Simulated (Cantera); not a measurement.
Input: 1 mol PbS, a varied amount of H2, 27 mol N2, equilibrated at 725 K and 0.000100 bar.

Method: chemical equilibrium by Gibbs-energy minimisation in Cantera with the NASA 1993 tables (ideal gas, pure condensed phases). Candidate condensed phases: Pb, PbS, S; 18 gas species. Kinetics and transport are ignored.

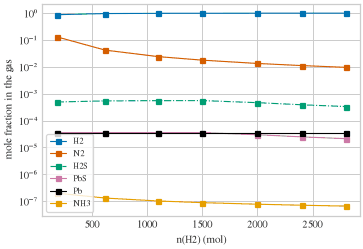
*Equilibrium gas composition (values under 1e-9 drawn at 1e-9)*

Q: Read off the mole fractions at 1100 mol H2.

A: H2 about 0.98, N2 about 0.024, H2S about 0.00055, PbS about 3.6e-5, Pb about 3.4e-5, NH3 about 1.0e-7.
